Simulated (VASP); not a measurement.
Consider the following.

```yaml
crystal:
  lattice:
    - [4.21110, 0.00000, 0.00000]
    - [0.00000, 4.21110, 0.00000]
    - [0.00000, 0.00000, 4.21110]
  atoms:
    - { symbol: Ba, position: [0.00000, 0.00000, 0.00000] }
    - { symbol: Zr, position: [0.50000, 0.50000, 0.50000] }
    - { symbol: O, position: [0.50000, 0.00000, 0.50000] }
    - { symbol: O, position: [0.00000, 0.50000, 0.50000] }
    - { symbol: O, position: [0.50000, 0.50000, 0.00000] }
```

Calculation: optB86b-vdW, VASP's PBE PAW potentials (set 64) (plane waves; VASP). Run with 520 eV cut-off, 6×6×6 Γ-centred mesh, tetrahedra with Blöchl corrections, potentials Ba_sv Zr_sv O.

Unless said otherwise, spin-orbit coupling is left out, though it shifts the bands of the heavy elements here.

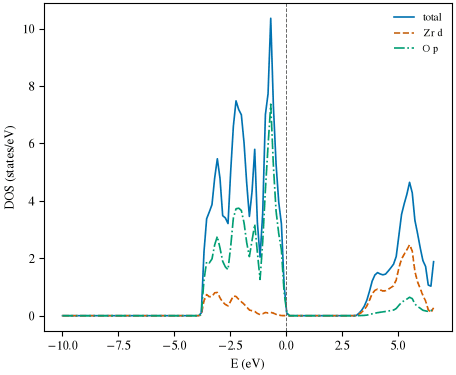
Fig. 1. Total and projected density of states, zero at the valence-band maximum

Within 2 eV below the valence-band maximum the largest weight inside VASP's projection spheres is O p.

The gap is indirect, 3.17 eV, from the valence maximum at R to the conduction minimum at Γ.

The compound is BaZrO3 in the cubic perovskite structure. It was relaxed first.
